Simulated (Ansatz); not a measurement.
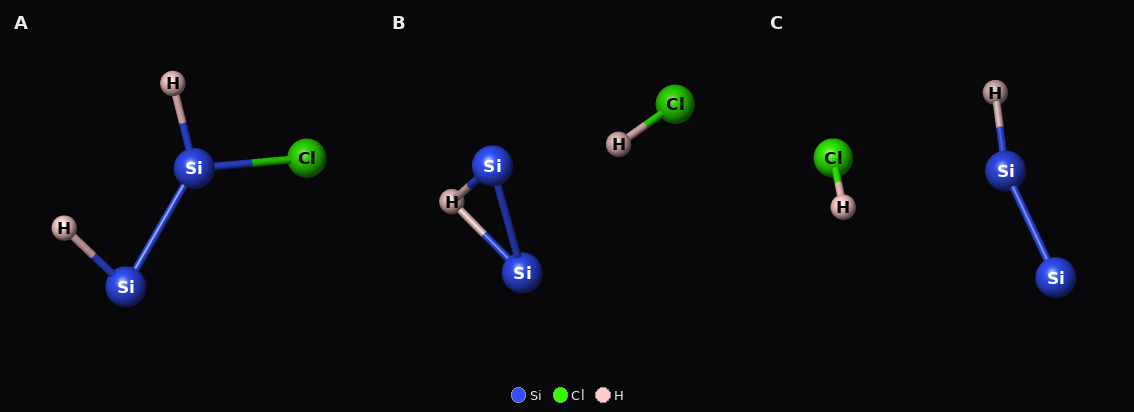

3 stationary structures of one formula. Charge 0, doublet. Geometries: PBE0-D4/def2-TZVP. Electronic energies: UHF-CCSD(T) (frozen core)/def2-TZVPP (Ansatz 0.2.0), without zero-point energy. No frequency run is at hand to confirm each as a minimum.

**Which structure is the most stable?**

A is lowest (Cs); B lies 41.9 kcal/mol above it (Cs), C lies 52.8 kcal/mol above it (C1).

The determinant isn't a pure spin state (⟨S²⟩ up to 1.09).
